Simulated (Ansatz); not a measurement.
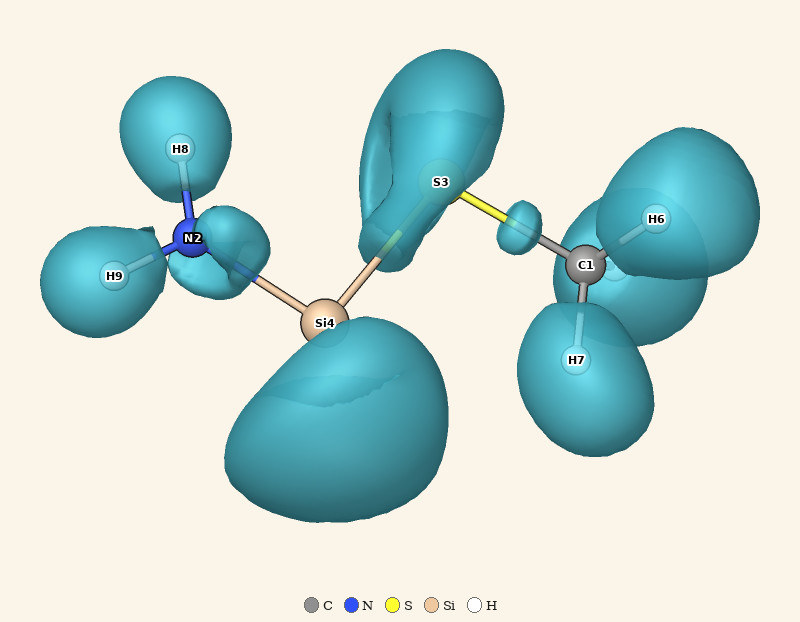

Figure 1: CH₅NSSi. Isosurface of the electron localisation function at 0.85 (cyan), seen at a tilt. Core shells and regions of very low density are left out.

Geometry: PBE0-D4/def2-SVP.

Theory: isolated molecule in a Gaussian basis; Kohn-Sham density functional theory, functional PBE0 (Ansatz 0.2.0).

```yaml
atoms:
  - { symbol: C, position_ang: [-2.3260, 1.6913, 3.4655] }
  - { symbol: N, position_ang: [1.4431, -0.2708, 2.2234] }
  - { symbol: S, position_ang: [-0.8003, 0.7572, 3.8008] }
  - { symbol: Si, position_ang: [0.0256, 0.6143, 1.8143] }
  - { symbol: H, position_ang: [-3.1939, 1.0949, 3.7777] }
  - { symbol: H, position_ang: [-2.3105, 2.6302, 4.0354] }
  - { symbol: H, position_ang: [-2.4188, 1.9246, 2.3939] }
  - { symbol: H, position_ang: [1.7330, -0.5916, 3.1430] }
  - { symbol: H, position_ang: [2.1083, -0.5328, 1.5038] }
```

Identify the bonds, lone pairs and shells in this picture.

Answer. At this value the surface marks out one region between bonded C–S atoms (shared pairs), one region between bonded N–Si atoms (shared pairs), five regions around hydrogen nuclei, one region on S in which the atom's valence shell and bonds are merged and one lobe on Si, pointing away from the bonds (lone pairs). Along the contacts the grid gives the following. Si–N (1.72 Å): the ELF peaks at about 0.90 between the atoms, as expected for a shared but strongly polarised pair. C–S (1.82 Å): the ELF peaks at about 0.90 between the atoms, as expected for a covalent bond.
